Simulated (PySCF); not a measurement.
# AlSiNH6O (SMILES O[SiH2][NH][AlH2]): levels of theory compared

Wanted: a comparison of 6 runs (B2PLYP/6-31G*, CAM-B3LYP/6-31G*, PBE/6-31G*, TPSS/6-31G*, wB97X/6-31G*, CCSD(T)/6-31G*) of AlSiNH6O. Input form: a Python script.

The results are computed with PySCF 2.14.0.

2 further runs of the same task are left out: 2 set aside as unsound or not needed. Runs told in other sessions of the task aren't counted.

## (1) The structure to begin with

AlSiNH6O has 10 atoms, charge 0, and is taken as a singlet. SMILES: `O[SiH2][NH][AlH2]`. The N3–H8 distance was set to 1.317 Å, away from the relaxed value.

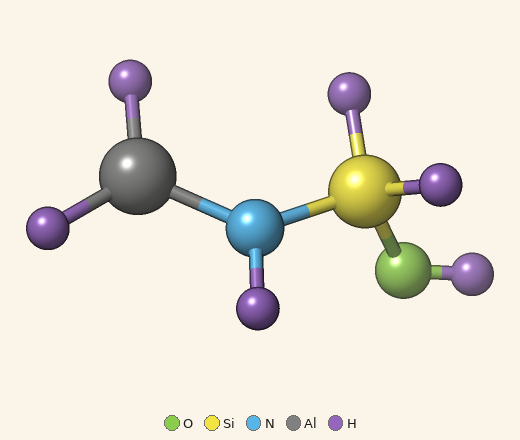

The structure, seen from a chosen angle (oxygen green, silicon yellow, nitrogen blue, aluminium grey, hydrogen purple).

## (2) The energy at B2PLYP/6-31G(d) (spherical functions) (run 1)

Input file input.py:

```python
from pyscf import gto, dft, mp

mol = gto.M(
    atom='''
O   -1.957252  -0.470114  -0.905696
Si  -0.716452   0.597586  -0.700796
N    0.553448  -0.158614   0.160404
Al   1.093448   0.128886   1.837104
H   -2.539652  -0.324214  -1.652296
H   -1.140052   1.767486   0.111304
H   -0.282652   1.054986  -2.052396
H    1.159400  -1.127800  -0.493000
H    0.368548   1.254286   2.676004
H    2.285548  -0.760514   2.379504
''',
    basis='6-31g*',
    max_memory=1860,
    verbose=3,
)

myscf = dft.RKS(mol, xc='0.53*HF + 0.47*B88, 0.73*LYP')
myscf.grids.level = 5
myscf.conv_tol = 1e-10
myscf.kernel()
if not myscf.converged:
    myscf = myscf.newton().run(myscf.mo_coeff, myscf.mo_occ)

pt = mp.MP2(myscf, frozen=12).run()
energy = myscf.e_tot + 0.27 * pt.e_corr
print('PT2 part  %.8f' % (0.27 * pt.e_corr))
print('Final energy', energy)
```

Started as:

```console
$ OMP_NUM_THREADS=1 python input.py
```

Log:

```text
converged SCF energy = -664.955279021024
E(RMP2) = -665.550047578768  E_corr = -0.594768557744193
E(SCS-RMP2) = -665.545081952714  E_corr = -0.589802931690111
PT2 part  -0.16058751
Final energy -665.1158665316153
```

Run time: 19 s. Hardware: 1 thread of Arm Neoverse V2, shared host; peak memory 0.4 GiB.

## (3) A single-point energy at CAM-B3LYP/6-31G(d) (spherical functions) (run 2)

Input file job.py:

```python
from pyscf import gto, dft

mol = gto.M(
    atom=[
    ('O', (-1.957252, -0.470114, -0.905696)),
    ('Si', (-0.716452, 0.597586, -0.700796)),
    ('N', (0.553448, -0.158614, 0.160404)),
    ('Al', (1.093448, 0.128886, 1.837104)),
    ('H', (-2.539652, -0.324214, -1.652296)),
    ('H', (-1.140052, 1.767486, 0.111304)),
    ('H', (-0.282652, 1.054986, -2.052396)),
    ('H', (1.159400, -1.127800, -0.493000)),
    ('H', (0.368548, 1.254286, 2.676004)),
    ('H', (2.285548, -0.760514, 2.379504)),
],
    verbose=4,
    max_memory=1860,
    charge=0,
    basis='6-31g*',
)

mf = dft.RKS(mol, xc='cam-b3lyp')
mf.grids.level = 5
mf.conv_tol = 1e-10
mf.kernel()
if not mf.converged:
    mf = mf.newton().run(mf.mo_coeff, mf.mo_occ)

energy = mf.e_tot
print('Final energy', energy)
```

Started as:

```console
$ OMP_NUM_THREADS=1 python job.py
```

Log:

```text
PySCF version 2.14.0

[... 78 lines left out ...]
converged SCF energy = -665.459929539459
Final energy -665.4599295394587
```

Wall time 29 s (1 thread of Arm Neoverse V2, shared host); peak memory 0.4 GiB.

Runs 3 to 5 aren't shown in full; the table further down has their settings and results.

## (4) A single-point energy at CCSD(T)/6-31G(d) (spherical functions) (run 6)

Input file job.py:

```python
from pyscf import gto, scf, cc

mol = gto.Mole()
mol.atom = '''
O   -1.957252  -0.470114  -0.905696
Si  -0.716452   0.597586  -0.700796
N    0.553448  -0.158614   0.160404
Al   1.093448   0.128886   1.837104
H   -2.539652  -0.324214  -1.652296
H   -1.140052   1.767486   0.111304
H   -0.282652   1.054986  -2.052396
H    1.159400  -1.127800  -0.493000
H    0.368548   1.254286   2.676004
H    2.285548  -0.760514   2.379504
'''
mol.verbose = 4
mol.max_memory = 1860
mol.basis = '6-31g*'
mol.build()

mf = scf.RHF(mol)
mf.conv_tol = 1e-10
mf.kernel()
if not mf.converged:
    mf = mf.newton().run(mf.mo_coeff, mf.mo_occ)

mycc = cc.CCSD(mf, frozen=12)
mycc.kernel()
e_t = mycc.ccsd_t()
etot = mycc.e_tot + e_t
print('Final energy', etot)
```

Started as:

```console
$ OMP_NUM_THREADS=1 python job.py
```

Log:

```text
PySCF version 2.14.0

[... 66 lines left out ...]
converged SCF energy = -663.661191035623
[... 1 line left out ...]
******** <class 'pyscf.cc.ccsd.CCSD'> ********
CC2 = 0
CCSD nocc = 12, nmo = 64
frozen orbitals 12
max_cycle = 50
direct = 0
conv_tol = 1e-07
conv_tol_normt = 1e-05
diis_space = 6
diis_start_cycle = 0
diis_start_energy_diff = 1e+09
Init t2, MP2 energy = -664.140548409617  E_corr(MP2) -0.479357373993674
Init E_corr(CCSD) = -0.479357373993838
cycle = 1  E_corr(CCSD) = -0.497472957443009  dE = -0.0181155834  norm(t1,t2) = 0.0658331
cycle = 2  E_corr(CCSD) = -0.512131942236126  dE = -0.0146589848  norm(t1,t2) = 0.0226476
cycle = 3  E_corr(CCSD) = -0.515409423468366  dE = -0.00327748123  norm(t1,t2) = 0.0116871
cycle = 4  E_corr(CCSD) = -0.517946595089427  dE = -0.00253717162  norm(t1,t2) = 0.00456599
cycle = 5  E_corr(CCSD) = -0.517837078064757  dE = 0.000109517025  norm(t1,t2) = 0.00144544
cycle = 6  E_corr(CCSD) = -0.517740921793416  dE = 9.61562713e-05  norm(t1,t2) = 0.000489055
cycle = 7  E_corr(CCSD) = -0.517745431984193  dE = -4.51019078e-06  norm(t1,t2) = 0.000191995
cycle = 8  E_corr(CCSD) = -0.517754449907765  dE = -9.01792357e-06  norm(t1,t2) = 6.63342e-05
cycle = 9  E_corr(CCSD) = -0.517753502962359  dE = 9.46945405e-07  norm(t1,t2) = 2.72483e-05
cycle = 10  E_corr(CCSD) = -0.517753577140335  dE = -7.41779761e-08  norm(t1,t2) = 9.77871e-06
CCSD converged
E(CCSD) = -664.1789446127633  E_corr = -0.5177535771403354
CCSD(T) correction = -0.0120223256040829
Final energy -664.1909669383674
```

Run time: 13 s. Hardware: 1 thread of Arm Neoverse V2, shared host; peak memory 0.27 GiB.

## (5) All runs side by side

| run | level | frozen core orbitals | integration grid | energy (Eh) | dipole moment (D) of the reference | HOMO energy (eV) | LUMO energy (eV) | wall time |
| --- | --- | --- | --- | --- | --- | --- | --- | --- |
| 1 | B2PLYP/6-31G* (spherical functions) | 12 | 5 | -665.115867 | 1.53 | -8.92 | 0.27 | 19 s |
| 2 | CAM-B3LYP/6-31G* (spherical functions) | – | 5 | -665.459930 | 1.59 | -9.07 | 0.20 | 29 s |
| 3 | PBE/6-31G* (spherical functions) | – | 5 | -665.051815 | 1.68 | -6.37 | -1.50 | 21 s |
| 4 | TPSS/6-31G* (spherical functions) | – | 5 | -665.568302 | 1.67 | -6.51 | -1.34 | 38 s |
| 5 | wB97X/6-31G* (spherical functions) | – | 5 | -665.457628 | 1.55 | -10.10 | 1.18 | 31 s |
| 6 | CCSD(T)/6-31G* (spherical functions) | 12 | – | -664.190967 | 1.48 | -11.07 | 1.88 | 13 s |

## (6) Outcome

| quantity | value |
| --- | --- |
| run 6: total energy | -664.19097 Eh |
| run 6: dipole moment (Hartree–Fock density) | 1.48 D |
| run 6: HOMO energy (Hartree–Fock orbitals) | -11.07 eV |
| run 6: LUMO energy (Hartree–Fock orbitals) | 1.88 eV |
| run 6: HOMO–LUMO gap (Hartree–Fock orbitals) | 12.95 eV |
| run 6: correlation energy (12 core orbitals frozen) | -529.8 mEh |
| run 6: (T) correction | -12.02 mEh |
| run 6: T1 diagnostic | 0.015 |

What this shows: Over runs 1, 2, 3, 4, 5 the dipole moment (its size) runs from 1.53 D (B2PLYP/6-31G*) to 1.68 D (PBE/6-31G*). A double hybrid's value is that of its SCF part. Over runs 1, 2, 3, 4, 5 the HOMO–LUMO gap runs from 4.87 eV (PBE/6-31G*) to 11.28 eV (wB97X/6-31G*). Totals of different functionals can't be ranked against each other. All runs together took 2.5 min, the longest 38 s.
